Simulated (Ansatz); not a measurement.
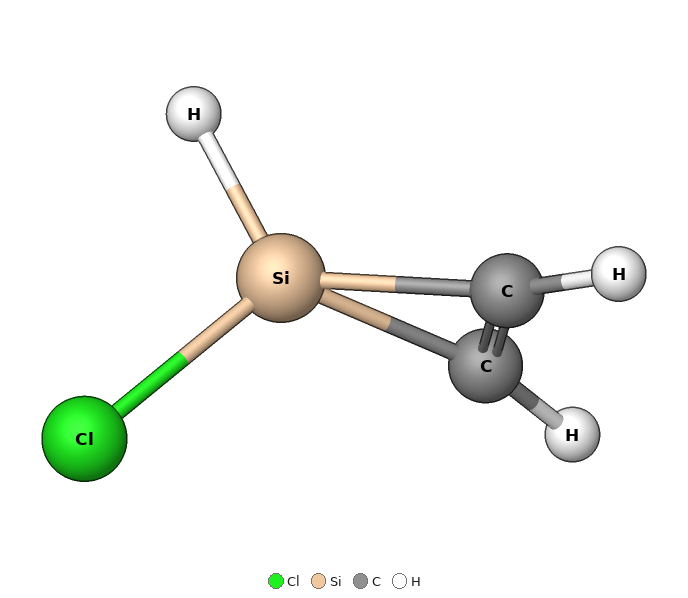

Harmonic vibrations computed with RKS PBE0-D4/def2-TZVP (Ansatz 0.2.0) at a stationary point of the same level.

### How many imaginary frequencies does it have?

A minimum: no imaginary frequency, and the lowest mode lies at 227 cm⁻¹.

### How many vibrational modes are there, and where do they lie?

15 modes: 227, 241, 520, 614, 678, 746, 825, 850, 939, 1000, 1156, 1527, 2281, 3195, 3216 cm⁻¹.
